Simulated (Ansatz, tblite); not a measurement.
# SiEt2Me2 (C6H16Si): one state, many levels, part 1 of 2

Aim: run the singlet of SiEt2Me2 (C6H16Si) at one geometry on many levels, and compare frontier levels, spin and run time.

Computed with Ansatz 0.2.0, Gaussian basis. Level: as each input shows.

Levels to be run: GFN1-xTB, GFN2-xTB, PBE-D4/def2-TZVP, r2SCAN-D4/def2-TZVP, CAM-B3LYP-D4/def2-TZVP, r2SCANh-D4/def2-TZVP, B3LYP-D4/def2-TZVP, PBE-D4/def2-SVP, PBE0-D4/def2-SVP, HF/STO-3G, HF/6-31G, B3LYP-D4/6-31G, CCSD(T)/def2-SVP, MP2/def2-TZVP, RPA/def2-TZVP.

2 further runs of the same task are left out: 2 set aside as unsound or not needed.

**1. The structure**

The geometry is that of the singlet, from an earlier relaxation (B3LYP-D4/def2-SVP).

23 atoms, charge 0, spin multiplicity 1.

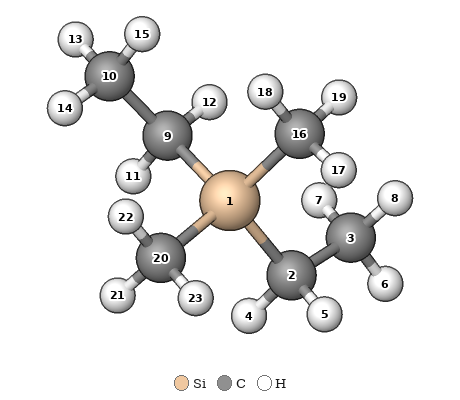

The structure; silicon light orange, carbon grey, hydrogen white; atoms are numbered from 1 in the order of the file.

PBE0-D4/def2-TZVP was run before; its log isn't repeated, and its numbers join the tables.

**2. GFN1-xTB**

Tight binding, by tblite at 300 K electronic temperature and without a spin-polarisation term:

```python
tblite.interface.Calculator('GFN1-xTB', numbers, positions, charge=0, uhf=0).singlepoint()
```

Energy -630.3559 eV, HOMO -11.32 eV, LUMO -4.21 eV; 0.052 s.

**3. GFN2-xTB**

Tight binding, by tblite at 300 K electronic temperature and without a spin-polarisation term:

```python
tblite.interface.Calculator('GFN2-xTB', numbers, positions, charge=0, uhf=0).singlepoint()
```

Energy -617.8573 eV, HOMO -10.31 eV, LUMO -3.38 eV; 0.032 s.

**4. PBE-D4/def2-TZVP**

start.molden holds the orbitals of an earlier run on this state, given as this run's starting guess.

Input file in.yaml:

```yaml
crystal:
  periodic: [false, false, false]
  atoms:
    - {symbol: Si, position_ang: [-0.386299, -0.176535, -0.004488]}
    - {symbol: C, position_ang: [-0.342507, -0.132197, 1.891735]}
    - {symbol: C, position_ang: [0.406008, 1.061406, 2.502627]}
    - {symbol: H, position_ang: [0.105241, -1.080145, 2.243786]}
    - {symbol: H, position_ang: [-1.387565, -0.148077, 2.253420]}
    - {symbol: H, position_ang: [0.391839, 1.039838, 3.605405]}
    - {symbol: H, position_ang: [1.464085, 1.079280, 2.192166]}
    - {symbol: H, position_ang: [-0.038445, 2.021563, 2.191124]}
    - {symbol: C, position_ang: [1.388255, -0.245525, -0.675221]}
    - {symbol: C, position_ang: [1.501689, -0.391669, -2.199882]}
    - {symbol: H, position_ang: [1.908969, -1.083604, -0.175505]}
    - {symbol: H, position_ang: [1.915037, 0.668559, -0.344961]}
    - {symbol: H, position_ang: [2.551474, -0.409844, -2.538151]}
    - {symbol: H, position_ang: [1.030357, -1.323811, -2.553574]}
    - {symbol: H, position_ang: [1.005722, 0.441288, -2.726283]}
    - {symbol: C, position_ang: [-1.247076, 1.375191, -0.659418]}
    - {symbol: H, position_ang: [-2.266587, 1.466597, -0.248036]}
    - {symbol: H, position_ang: [-1.332478, 1.352362, -1.758649]}
    - {symbol: H, position_ang: [-0.691709, 2.288107, -0.386714]}
    - {symbol: C, position_ang: [-1.341898, -1.708325, -0.564578]}
    - {symbol: H, position_ang: [-0.840896, -2.633809, -0.233714]}
    - {symbol: H, position_ang: [-1.429947, -1.748028, -1.663002]}
    - {symbol: H, position_ang: [-2.363278, -1.712612, -0.148096]}
basis:
  gaussian: {orbitals: def2-TZVP, initial_orbitals: start.molden}
hamiltonian: {xc: pbe, dispersion: d4}
scf: {omitted_lower_state_checks: [starts]}
output: {orbitals: {seedname: orbitals}}
```

Started as:

```bash
> ansatz run in.yaml --threads 4 --pin off --events-out ev --progress --plain --max-ram 4787MiB
```

Output:

```text
Functional definition: PBE
  name "PBE"
  cite "Perdew, Burke & Ernzerhof, Phys. Rev. Lett. 77, 3865 (1996) doi:10.1103/PhysRevLett.77.3865"
  parent pbe
  parameter kappa = 0.804
  parameter beta = 0.06672455060314922
  exchange = pbe_x(kappa = kappa, mu = beta*pi^2/3)
  correlation = pbe_c(beta = beta)
these checks for a lower state are left out or cut short: starts
2036 factors; their error is unknown
mean field evaluation 1: about -14351.1063 eV, gradient 1.1e1 eV
mean field evaluation 2: about -14351.2443 eV, gradient 1.4e-1 eV
mean field evaluation 4: about -14351.1733 eV, gradient 6.1e-4 eV
mean field -14351.17330187 eV, -527.3958912689 hartree, gradient 2.0e-5 eV, S^2 0.000000; 0 other end points of the search recorded, 0 dependent functions left out
reference -14351.17336075 eV, -527.3958934327 hartree; 33, 33 occupied and 286, 286 virtual orbitals, 2036 factors
Total energy: -14351.71870157 eV, -527.4159343383 hartree
Checks for a lower state left out: starts
```

Wall time 14 s (4 threads of Intel Xeon at 2.50GHz, shared host).

From the report: HOMO -6.41 eV, LUMO 0.09 eV.

**5. r2SCAN-D4/def2-TZVP**

Changes to in.yaml since step 4:

```diff
@@ -28,3 +28,3 @@
   gaussian: {orbitals: def2-TZVP, initial_orbitals: start.molden}
-hamiltonian: {xc: pbe, dispersion: d4}
+hamiltonian: {xc: r2scan, dispersion: d4}
 scf: {omitted_lower_state_checks: [starts]}
```

Same command.

Output:

```text
Functional definition: r2SCAN
  name "r2SCAN"
  cite "Furness, Kaplan, Ning, Perdew & Sun, J. Phys. Chem. Lett. 11, 8208 (2020) doi:10.1021/acs.jpclett.0c02405"
  cite "Furness, Kaplan, Ning, Perdew & Sun, J. Phys. Chem. Lett. 11, 9248 (2020) doi:10.1021/acs.jpclett.0c03077"
  parent r2scan
  parameter k0 = 0.174
  parameter k1 = 0.065
  parameter a1 = 4.9479
  exchange = r2scan_x(k0 = k0, k1 = k1, a1 = a1)
  correlation = r2scan_c
these checks for a lower state are left out or cut short: starts
2036 factors; their error is unknown
mean field evaluation 1: about -14360.0009 eV, gradient 6.6e0 eV
mean field evaluation 2: about -14360.0527 eV, gradient 5.2e-2 eV
mean field evaluation 4: about -14359.9920 eV, gradient 5.2e-4 eV
mean field -14359.99196928 eV, -527.7199713190 hartree, gradient 1.9e-5 eV, S^2 0.000000; 0 other end points of the search recorded, 0 dependent functions left out
reference -14359.99198553 eV, -527.7199719159 hartree; 33, 33 occupied and 286, 286 virtual orbitals, 2036 factors
Total energy: -14360.14531754 eV, -527.7256067634 hartree
Checks for a lower state left out: starts
```

It took 21 s on 4 threads of Intel Xeon at 2.50GHz, shared host; peak memory 0.58 GiB.

HOMO -6.66 eV, LUMO 0.78 eV.

**6. CAM-B3LYP-D4/def2-TZVP**

Changes to in.yaml since step 5:

```diff
@@ -28,4 +28,4 @@
   gaussian: {orbitals: def2-TZVP, initial_orbitals: start.molden}
-hamiltonian: {xc: r2scan, dispersion: d4}
+hamiltonian: {xc: {name: CAM-B3LYP}, dispersion: d4}
 scf: {omitted_lower_state_checks: [starts]}
-output: {orbitals: {seedname: orbitals}}
+output: {forces: true, orbitals: {seedname: orbitals}}
```

The command is unchanged.

Output, shortened:

```text
Functional definition: CAM-B3LYP
  name "CAM-B3LYP"
  cite "Yanai, Tew & Handy, Chem. Phys. Lett. 393, 51 (2004) doi:10.1016/j.cplett.2004.06.011"
  cite "Iikura, Tsuneda, Yanai & Hirao, J. Chem. Phys. 115, 3540 (2001) doi:10.1063/1.1383587"
  cite "Becke, Phys. Rev. A 38, 3098 (1988) doi:10.1103/PhysRevA.38.3098"
  cite "Lee, Yang & Parr, Phys. Rev. B 37, 785 (1988) doi:10.1103/PhysRevB.37.785"
  cite "Vosko, Wilk & Nusair, Can. J. Phys. 58, 1200 (1980) doi:10.1139/p80-159"
[...]
  # Exact exchange under (alpha + beta erf(omega r))/r, Becke's under what is left of 1/r.
[...]
2045 factors; their error is unknown
633 factors; integrals over basis functions are off by at most 1.2e-5 eV
[...]
mean field -14361.03165459 eV, -527.7581790495 hartree, gradient 9.7e-6 eV, S^2 0.000000; 0 other end points of the search recorded, 0 dependent functions left out
[...]
Atom 14 at     1.005722     0.441288    -2.726283 Å, force     0.169852    -0.273910     0.198530 eV/Å
Atom 15 at    -1.247076     1.375191    -0.659418 Å, force    -0.039129     0.059928    -0.026114 eV/Å
Atom 16 at    -2.266587     1.466597    -0.248036 Å, force     0.348439    -0.029272    -0.145974 eV/Å
Atom 17 at    -1.332478     1.352362    -1.758649 Å, force     0.027738     0.010376     0.378446 eV/Å
Atom 18 at    -0.691709     2.288107    -0.386714 Å, force    -0.194872    -0.310404    -0.094713 eV/Å
Atom 19 at    -1.341898    -1.708325    -0.564578 Å, force    -0.039017    -0.061016    -0.012697 eV/Å
Atom 20 at    -0.840896    -2.633809    -0.233714 Å, force    -0.176595     0.314028    -0.114225 eV/Å
Atom 21 at    -1.429947    -1.748028    -1.663002 Å, force     0.028823     0.010148     0.379387 eV/Å
Atom 22 at    -2.363278    -1.712612    -0.148096 Å, force     0.350287    -0.000286    -0.144968 eV/Å
Dipole moment:     0.003790    -0.013171     0.021223 e Å
Checks for a lower state left out: starts
```

It took 44 s on 4 threads of Intel Xeon at 2.50GHz, shared host; peak memory 1.2 GiB.

HOMO -9.06 eV, LUMO 1.60 eV.

**7. r2SCANh-D4/def2-TZVP**

Changes to in.yaml since step 6:

```diff
@@ -28,4 +28,4 @@
   gaussian: {orbitals: def2-TZVP, initial_orbitals: start.molden}
-hamiltonian: {xc: {name: CAM-B3LYP}, dispersion: d4}
+hamiltonian: {xc: {name: r2SCANh}, dispersion: d4}
 scf: {omitted_lower_state_checks: [starts]}
-output: {forces: true, orbitals: {seedname: orbitals}}
+output: {orbitals: {seedname: orbitals}}
```

The command is unchanged.

Output, shortened:

```text
Functional definition: r2SCANh
  name "r2SCANh"
  cite "Bursch, Neugebauer, Ehlert & Grimme, J. Chem. Phys. 156, 134105 (2022) doi:10.1063/5.0086040"
  cite "Furness, Kaplan, Ning, Perdew & Sun, J. Phys. Chem. Lett. 11, 8208 (2020) doi:10.1021/acs.jpclett.0c02405"
  cite "Furness, Kaplan, Ning, Perdew & Sun, J. Phys. Chem. Lett. 11, 9248 (2020) doi:10.1021/acs.jpclett.0c03077"
  parent r2scan
[...]
2036 factors; their error is unknown
[...]
mean field -14359.76984437 eV, -527.7118083791 hartree, gradient 1.3e-5 eV, S^2 0.000000; 0 other end points of the search recorded, 0 dependent functions left out
reference -14359.76985929 eV, -527.7118089271 hartree; 33, 33 occupied and 286, 286 virtual orbitals, 2036 factors
Total energy: -14359.93107740 eV, -527.7177335837 hartree
Checks for a lower state left out: starts
```

It took 33 s on 4 threads of Intel Xeon at 2.50GHz, shared host; peak memory 1.2 GiB.

HOMO -7.13 eV, LUMO 1.00 eV.

**8. B3LYP-D4/def2-TZVP**

Changes to in.yaml since step 7:

```diff
@@ -28,3 +28,3 @@
   gaussian: {orbitals: def2-TZVP, initial_orbitals: start.molden}
-hamiltonian: {xc: {name: r2SCANh}, dispersion: d4}
+hamiltonian: {xc: {name: B3LYP}, dispersion: d4}
 scf: {omitted_lower_state_checks: [starts]}
```

Same command.

Output, shortened:

```text
Functional definition: B3LYP
  name "B3LYP"
  cite "Stephens, Devlin, Chabalowski & Frisch, J. Phys. Chem. 98, 11623 (1994) doi:10.1021/j100096a001"
  cite "Becke, Phys. Rev. A 38, 3098 (1988) doi:10.1103/PhysRevA.38.3098"
  cite "Lee, Yang & Parr, Phys. Rev. B 37, 785 (1988) doi:10.1103/PhysRevB.37.785"
  cite "Vosko, Wilk & Nusair, Can. J. Phys. 58, 1200 (1980) doi:10.1139/p80-159"
[...]
2045 factors; their error is unknown
[...]
mean field -14365.87200669 eV, -527.9360587079 hartree, gradient 8.3e-6 eV, S^2 0.000000; 0 other end points of the search recorded, 0 dependent functions left out
reference -14365.87238497 eV, -527.9360726095 hartree; 33, 33 occupied and 286, 286 virtual orbitals, 2045 factors
Total energy: -14366.73143849 eV, -527.9676422442 hartree
Checks for a lower state left out: starts
```

It took 23 s on 4 threads of Intel Xeon at 2.50GHz, shared host; peak memory 1.2 GiB.

From the report: HOMO -7.50 eV, LUMO 0.54 eV.

**9. PBE-D4/def2-SVP**

Changes to in.yaml since step 8:

```diff
@@ -27,4 +27,4 @@
 basis:
-  gaussian: {orbitals: def2-TZVP, initial_orbitals: start.molden}
-hamiltonian: {xc: {name: B3LYP}, dispersion: d4}
+  gaussian: {orbitals: def2-SVP, initial_orbitals: start.molden}
+hamiltonian: {xc: pbe, dispersion: d4}
 scf: {omitted_lower_state_checks: [starts]}
```

Same command.

Output:

```text
Functional definition: PBE
  name "PBE"
  cite "Perdew, Burke & Ernzerhof, Phys. Rev. Lett. 77, 3865 (1996) doi:10.1103/PhysRevLett.77.3865"
  parent pbe
  parameter kappa = 0.804
  parameter beta = 0.06672455060314922
  exchange = pbe_x(kappa = kappa, mu = beta*pi^2/3)
  correlation = pbe_c(beta = beta)
these checks for a lower state are left out or cut short: starts
2072 factors; their error is unknown
mean field evaluation 1: about -14341.1069 eV, gradient 9.4e0 eV
mean field evaluation 2: about -14341.3534 eV, gradient 1.7e-1 eV
mean field evaluation 4: about -14341.2487 eV, gradient 3.3e-4 eV
mean field -14341.24868829 eV, -527.0311684471 hartree, gradient 2.5e-5 eV, S^2 0.000000; 0 other end points of the search recorded, 0 dependent functions left out
reference -14341.24873110 eV, -527.0311700204 hartree; 33, 33 occupied and 149, 149 virtual orbitals, 2072 factors
Total energy: -14341.79407192 eV, -527.0512109259 hartree
Checks for a lower state left out: starts
```

Run time: 8.5 s. Hardware: 4 threads of Intel Xeon at 2.50GHz, shared host.

Report: HOMO -6.35 eV, LUMO 0.62 eV.

**10. PBE0-D4/def2-SVP**

Changes to in.yaml since step 9:

```diff
@@ -28,3 +28,3 @@
   gaussian: {orbitals: def2-SVP, initial_orbitals: start.molden}
-hamiltonian: {xc: pbe, dispersion: d4}
+hamiltonian: {xc: pbe0, dispersion: d4}
 scf: {omitted_lower_state_checks: [starts]}
```

Launched as before.

Output:

```text
Functional definition: PBE0
  name "PBE0"
  cite "Adamo & Barone, J. Chem. Phys. 110, 6158 (1999) doi:10.1063/1.478522"
  cite "Perdew, Burke & Ernzerhof, Phys. Rev. Lett. 77, 3865 (1996) doi:10.1103/PhysRevLett.77.3865"
  parent pbe
  parameter a = 0.25
  parameter kappa = 0.804
  parameter beta = 0.06672455060314922
  exchange = (1 - a)*pbe_x(kappa = kappa, mu = beta*pi^2/3) + a*exact_x
  correlation = pbe_c(beta = beta)
these checks for a lower state are left out or cut short: starts
2072 factors; their error is unknown
mean field evaluation 1: about -14343.5811 eV, gradient 7.0e0 eV
mean field evaluation 2: about -14343.7202 eV, gradient 1.0e-1 eV
mean field evaluation 4: about -14343.7373 eV, gradient 1.9e-4 eV
mean field -14343.73728480 eV, -527.1226226820 hartree, gradient 1.3e-5 eV, S^2 0.000000; 0 other end points of the search recorded, 0 dependent functions left out
reference -14343.73731897 eV, -527.1226239379 hartree; 33, 33 occupied and 149, 149 virtual orbitals, 2072 factors
Total energy: -14344.20637275 eV, -527.1398613463 hartree
Checks for a lower state left out: starts
```

Run time: 12 s. Hardware: 4 threads of Intel Xeon at 2.50GHz, shared host; peak memory 0.6 GiB.

Report: HOMO -7.66 eV, LUMO 1.44 eV.

**11. HF/STO-3G**

Changes to in.yaml since step 10:

```diff
@@ -27,4 +27,4 @@
 basis:
-  gaussian: {orbitals: def2-SVP, initial_orbitals: start.molden}
-hamiltonian: {xc: pbe0, dispersion: d4}
+  gaussian: {orbitals: STO-3G}
+hamiltonian: {xc: hf}
 scf: {omitted_lower_state_checks: [starts]}
```

Launched as before.

Output:

```text
Functional definition: HF
  name "HF"
  cite "Fock, Z. Phys. 61, 126 (1930) doi:10.1007/BF01340294"
  parent pbe
  exchange = exact_x
  correlation = 0
these checks for a lower state are left out or cut short: starts
749 factors; integrals over basis functions are off by at most 4.0e-5 eV
mean field evaluation 1: about -14133.3466 eV, gradient 1.6e1 eV
mean field evaluation 2: about -14133.6882 eV, gradient 1.6e1 eV
mean field evaluation 4: about -14134.7861 eV, gradient 4.4e-1 eV
mean field evaluation 8: about -14134.7861 eV, gradient 8.2e-6 eV
mean field -14134.78613369 eV, -519.4438095111 hartree, gradient 2.4e-5 eV, S^2 0.000000; 0 other end points of the search recorded, 0 dependent functions left out
reference -14134.78613369 eV, -519.4438095111 hartree; 33, 33 occupied and 22, 22 virtual orbitals, 749 factors
Total energy: -14134.78613369 eV, -519.4438095111 hartree
Checks for a lower state left out: starts
```

It took 2.2 s on 4 threads of Intel Xeon at 2.50GHz, shared host.

From the report: HOMO -9.31 eV, LUMO 13.49 eV.

(Continued in part 2 of 2.)
